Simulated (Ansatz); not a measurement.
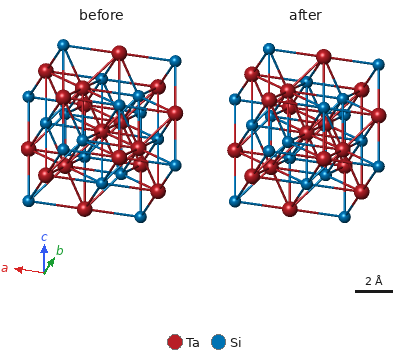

The structure of crystalline TaSi (built on the NaTl (B32)_227 type) (coarse preliminary run) before (left) and after (right) a relaxation, at one scale.

Style: ball-and-stick. Shown: the conventional cell (4 times the calculation's cell), from a free direction. Lengths and directions refer to the drawn axes.

Case: NaTl (B32) type (Fd-3m, No. 227).

The calculation used Ansatz 0.2.0, DFT PBE, scalar-relativistic, plane waves, PAW.

Input file:
```yaml
crystal:
  lattice:
    - [0.0, 3.2375427553, 3.2375427553]
    - [3.2375427553, 0.0, 3.2375427553]
    - [3.2375427553, 3.2375427553, 0.0]
  atoms:
    - { symbol: Ta, position: [0.5, 0.5, 0.5] }
    - { symbol: Ta, position: [0.75, 0.75, 0.75] }
    - { symbol: Si, position: [0.0, 0.0, 0.0] }
    - { symbol: Si, position: [0.25, 0.25, 0.25] }
basis:
  ecutwfc: 420
kpoints:
  mp_grid: { grid: [6, 6, 6] }
hamiltonian:
  xc: pbe
scf:
  occupations: { method: gaussian, width: 0.1 }
  lower_state_search: "off"
output:
  forces: true
  stress: true
  eigenvalues: true
relax:
  adjacent_minimum: "off"
  f_tol: 0.04
  max_steps: 70
  cell: { stress_tol: 0.4 }
```

Command:
```bash
ansatz run input.yaml --threads 1 --pin off --max-ram 2560MiB --backend cpu --events-out ev --progress --plain --runs-dir out
```

Q: What changed between the two?

A: After 2 accepted moves (4 points after the start) the energy has fallen by 33.5 meV per atom. All forces vanish by symmetry, so only the cell relaxes. Pressure: −9.13 GPa at the start and −0.05 GPa at the end. The line search rejected the trial step at point 1 of the run. The SCF was repeated once at an unchanged geometry on a basis and grid sized afresh for the cell, which shifted the energy by 0.2 meV per atom at most. The atoms keep their places relative to the cell (all moves are under 0.005 Å). The volume changes by −6.5 %, with a = b = c 6.475 → 6.331 Å (−2.2 %). Among the contacts that change: Ta1–Si3 3.238 → 3.166 Å, Ta1–Si4 2.804 → 2.741 Å, Ta1–Ta2 2.804 → 2.741 Å. The space group stays Fd-3m (No. 227).
